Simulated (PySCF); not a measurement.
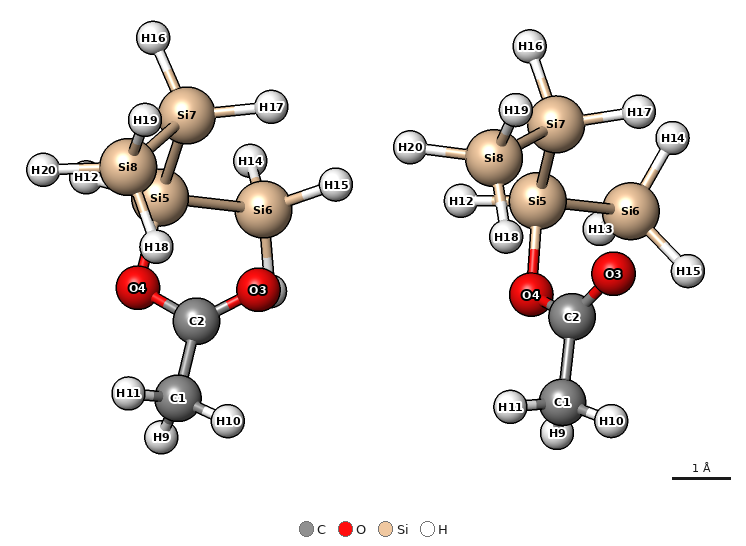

Two geometries of C2H12O2Si4, drawn at one scale. One is the start of a relaxation, the other its converged end. Style: ball-and-stick. Shown from a free direction.

Level of theory: PBE0-D3(BJ)/def2-SVP geometry optimisation, gas phase in PySCF 2.14.0, density-fitted response routines. 

Which of the two is the end point?

The left one is the relaxed one. The start comes from GFN2-xTB. Its atoms were then displaced at random by about 0.01 Å. The largest move after the best rigid fit is that of H13, 1.74 Å. By element the largest moves are H 1.74 Å, O 0.90 Å, C 0.26 Å, Si 0.26 Å. Near-neighbour distances that change, for instance: O3–Si5 2.860 → 2.711 Å, Si8–H18 1.445 → 1.495 Å, C1–C2 1.536 → 1.495 Å, Si5–H12 1.455 → 1.492 Å. Among the angles between lasting bonds that change: Si5–Si7–Si8 118.1° → 107.6°, Si6–Si5–Si7 121.7° → 112.7°, O4–Si5–Si6 101.7° → 109.2°. Groups turn about Si5–Si6 by about 75°, O4–Si5 by about 30°, C1–C2 by about 25°. The energy falls by 9.97 kcal/mol in 32 geometry steps.
